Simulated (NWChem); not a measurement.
# One shape, several levels: C2H5AlS (SMILES C=C[S][AlH2])

Wanted: a comparison of 4 runs (HF/STO-3G, HF/3-21G, B3LYP/6-31G*) of C2H5AlS. 

The calculation is run with NWChem 7.3.0.

**1. The structure to begin with**

The species is C2H5AlS (9 atoms), meant as a singlet with charge 0. As SMILES, `C=C[S][AlH2]`. Geometry: a GFN2-xTB relaxation, a rough one for these elements and not checked as a minimum. This is one conformer, not always the lowest.

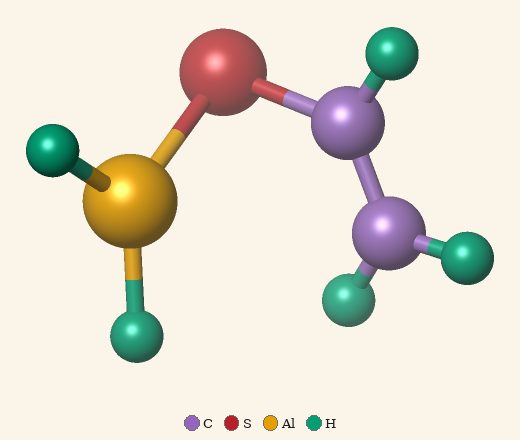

Viewed from a chosen angle; carbon purple, sulfur red, aluminium amber, hydrogen teal.

**2. Energy and forces at HF/STO-3G (run 1)**

File struct.nw:

```
start struct
title "C2H5AlS gradient"
memory 2200 mb

geometry units angstrom noautosym nocenter noautoz
   C     -0.516030     1.132670     0.559000
   C      0.745170     0.779020     0.341030
   S      1.437720    -0.795770     0.820380
   Al    -0.031090    -1.535760    -0.636000
   H     -0.871430     2.115590     0.295890
   H     -1.211430     0.473780     1.059710
   H      1.468660     1.462100    -0.080960
   H     -1.540960    -1.613220    -0.371210
   H      0.519400    -2.018410    -1.987840
end

basis spherical bse
   * library STO-3G
end

scf
   thresh 1e-08
   maxiter 80
end

task scf gradient
```

Command:

```bash
$ nwchem struct.nw > struct.out
```

The program printed:

```text
[...]
  functions       =    33
[...]
  wavefunction    = RHF
[...]
         Total SCF energy =   -709.878178611671
      One-electron energy =  -1362.556175060439
      Two-electron energy =    464.122097722142
 Nuclear repulsion energy =    188.555898726625
        Time for solution =      1.8s
[...]
                         RHF ENERGY GRADIENTS
    atom               coordinates                        gradient
                 x          y          z           x          y          z
   1 C      -0.975155   2.140436   1.056357   -0.025586  -0.003295   0.004062
   2 C       1.408167   1.472134   0.644453    0.010202   0.009269  -0.019433
   3 S       2.716897  -1.503787   1.550293    0.027981   0.009021   0.023910
   4 Al     -0.058752  -2.902166  -1.201866   -0.004582   0.010449   0.005083
   5 H      -1.646764   3.997885   0.559151    0.004555  -0.001508   0.001370
   6 H      -2.289271   0.895314   2.002562    0.001868  -0.002152   0.001924
   7 H       2.775365   2.762968  -0.152992    0.004741  -0.009331   0.006154
   8 H      -2.911992  -3.048544  -0.701485   -0.029317  -0.001467   0.001190
   9 H       0.981524  -3.814242  -3.756473    0.010138  -0.010986  -0.024260
[...]
```

Run time: 2.9 s. Hardware: 1 thread of Intel Xeon Platinum 8488C (Sapphire Rapids), shared host; peak memory 0.098 GiB.

**3. Energy and forces at HF/3-21G (run 2)**

File run.nw:

```
start run
title "C2H5AlS"
memory 2200 mb

geometry units angstroms noautosym nocenter noautoz
   C    -0.516030    1.132670    0.559000
   C     0.745170    0.779020    0.341030
   S     1.437720   -0.795770    0.820380
   Al   -0.031090   -1.535760   -0.636000
   H    -0.871430    2.115590    0.295890
   H    -1.211430    0.473780    1.059710
   H     1.468660    1.462100   -0.080960
   H    -1.540960   -1.613220   -0.371210
   H     0.519400   -2.018410   -1.987840
end

basis "ao basis" spherical bse
   * library 3-21G
end

scf
   thresh 1e-08
   maxiter 80
end

task scf gradient
```

Command:

```bash
$ nwchem run.nw > run.out
```

The program printed:

```text
[...]
  functions       =    54
[...]
  wavefunction    = RHF
[...]
         Total SCF energy =   -714.340802801132
      One-electron energy =  -1362.334961022986
      Two-electron energy =    459.438259495229
 Nuclear repulsion energy =    188.555898726625
        Time for solution =      2.2s
[...]
                         RHF ENERGY GRADIENTS
    atom               coordinates                        gradient
                 x          y          z           x          y          z
   1 C      -0.975155   2.140436   1.056357   -0.004118  -0.004103  -0.001692
   2 C       1.408167   1.472134   0.644453    0.010786  -0.031003   0.005242
   3 S       2.716897  -1.503787   1.550293   -0.028204   0.020685  -0.029848
   4 Al     -0.058752  -2.902166  -1.201866    0.007343   0.007396   0.013639
   5 H      -1.646764   3.997885   0.559151   -0.000603   0.004016   0.001042
   6 H      -2.289271   0.895314   2.002562   -0.003278  -0.005187   0.002485
   7 H       2.775365   2.762968  -0.152992    0.008896   0.002133  -0.000171
   8 H      -2.911992  -3.048544  -0.701485    0.015763   0.002254  -0.006956
   9 H       0.981524  -3.814242  -3.756473   -0.006585   0.003809   0.016259
[...]
```

Wall time 3.6 s (1 thread of Intel Xeon Platinum 8488C (Sapphire Rapids), shared host); peak memory 0.097 GiB.

Run 3 isn't shown in full; the table further down has it.

**4. Energy and forces at B3LYP/6-31G(d) (Cartesian functions) (run 4)**

File sp.nw:

```
start sp
memory total 2200 mb
charge 0
geometry units angstrom noautosym nocenter noautoz
C     -0.516030     1.132670     0.559000
C      0.745170     0.779020     0.341030
S      1.437720    -0.795770     0.820380
Al    -0.031090    -1.535760    -0.636000
H     -0.871430     2.115590     0.295890
H     -1.211430     0.473780     1.059710
H      1.468660     1.462100    -0.080960
H     -1.540960    -1.613220    -0.371210
H      0.519400    -2.018410    -1.987840
end
basis cartesian
* library 6-31G*
end
dft
xc b3lyp
mult 1
grid xfine
convergence energy 1e-08
maxiter 100
mulliken
end
task dft gradient
```

Command:

```bash
$ nwchem sp.nw > sp.out
```

The program printed:

```text
[...]
          Wavefunction type:  closed shell.
          No. of atoms     :     9
          No. of electrons :    46
[...]
          Charge           :     0
          Spin multiplicity:     1
[...]
          AO basis - number of functions:    78
[...]
              XC Information
              --------------
                         B3LYP Method XC Potential
                     Hartree-Fock (Exact) Exchange  0.200
                        Slater Exchange Functional  0.800 local
                    Becke 1988 Exchange Functional  0.720 non-local
              Lee-Yang-Parr Correlation Functional  0.810
                  VWN I RPA Correlation Functional  0.190 local
[...]
 d= 0,ls=0.0,diis     1   -719.7830049224 -9.08D+02  1.21D-02  5.03D-01     3.7
[...]
 d= 0,ls=0.0,diis    10   -719.8318811925 -2.35D-09  6.65D-07  1.85D-09    32.5
         Total DFT energy =     -719.831881192546
      One electron energy =    -1367.558449389192
           Coulomb energy =      516.274206376991
    Exchange-Corr. energy =      -57.103536906971
 Nuclear repulsion energy =      188.555898726625
[...]
      Total Density - Mulliken Population Analysis
     ---------------------------------------------
    Atom       Charge   Shell Charges
 -----------   ------   -------------------------------------------------------
    1 C    6     6.30   1.99  0.71  2.07  0.58  0.94  0.01
    2 C    6     6.30   1.99  0.70  2.02  0.62  0.95  0.02
    3 S   16    16.12   2.00  1.99  5.97  1.40  3.07  0.51  1.17  0.01
    4 Al  13    12.66   2.00  1.99  5.96  0.99  1.23  0.17  0.20  0.11
    5 H    1     0.83   0.53  0.30
    6 H    1     0.80   0.53  0.28
    7 H    1     0.81   0.53  0.28
    8 H    1     1.09   0.50  0.58
    9 H    1     1.08   0.50  0.58
[...]
  wavefunction    = closed shell
[...]
```

It took 41 s on 1 thread of Intel Xeon Platinum 8488C (Sapphire Rapids), shared host; peak memory 0.14 GiB.

**5. The series**

| run | level | iteration cap | module | energy (Eh) | dipole moment (D) | HOMO energy (eV) | LUMO energy (eV) | wall time |
| --- | --- | --- | --- | --- | --- | --- | --- | --- |
| 1 | HF/STO-3G | 80 | scf | -709.878179 | 1.20 | -6.08 | 7.97 | 2.9 s |
| 2 | HF/3-21G | 80 | scf | -714.340803 | 2.33 | -9.29 | 1.43 | 3.6 s |
| 3 | B3LYP/6-31G* (spherical functions) | 100 | dft | -719.825948 | 1.62 | -6.41 | -1.38 | 40 s |
| 4 | B3LYP/6-31G* (Cartesian functions) | 100 | dft | -719.831881 | 1.62 | -6.41 | -1.38 | 41 s |

**6. Summary of results**

| quantity | value |
| --- | --- |
| run 4: total energy | -719.83188 Eh |
| run 4: dipole moment | 1.62 D |
| run 4: HOMO energy | -6.41 eV |
| run 4: LUMO energy | -1.38 eV |
| run 4: HOMO–LUMO gap | 5.03 eV |
| run 4: largest force on an atom | 0.754 eV/Å |

What this shows: The dipole moment (its size) runs from 1.20 D (HF/STO-3G) to 2.33 D (HF/3-21G). The HOMO–LUMO gap runs from 5.03 eV (B3LYP/6-31G*) to 14.05 eV (HF/STO-3G). The two ends differ in method and basis. In run 1 the basis is minimal, so the values are rough. All runs together took 88 s, the longest 41 s.
